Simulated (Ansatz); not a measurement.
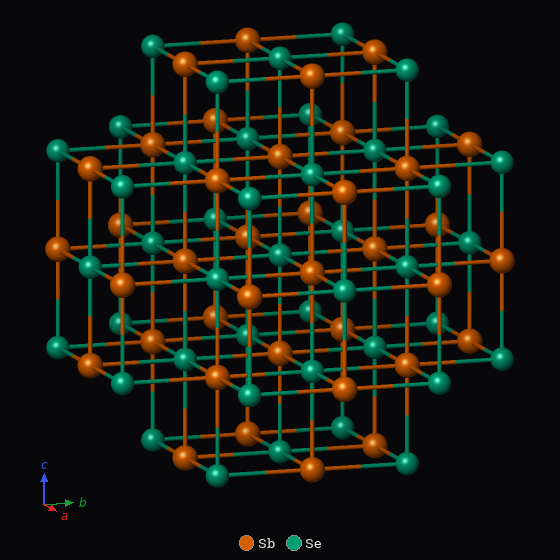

SbSe (space group Fm-3m, No. 225). Coordinates: the geometry relaxed with DFT PBE, scalar-relativistic, plane waves, PAW (Ansatz 0.2.0); the starting structure was generated, so it need not be a known form of this composition.

Bonds are taken as Sb–Se below 3.4 Å. Atoms with one bond or none are removed and atoms with two bonds are replaced by edges, until no such atom is left.

Question: What kind of net remains, and which atoms are its nodes?

Answer: A uninodal 6-connected, three-periodic net: Sb and Se are 6-connected nodes.

Question: Name the underlying net.

Answer: It is the pcu net, known from NaCl, ReO3 and the B-X framework of perovskite.

Question: Is the net interpenetrated?

Answer: It is a single net, without interpenetration.

Question: Give the first five terms of the coordination sequence (nodes one, two, three … edges away).

Answer: Sb and Se: 6, 18, 38, 66, 102.

Question: Give the point symbol of each node (shortest cycle at each angle).

Answer: Sb and Se: 4¹²·6³.
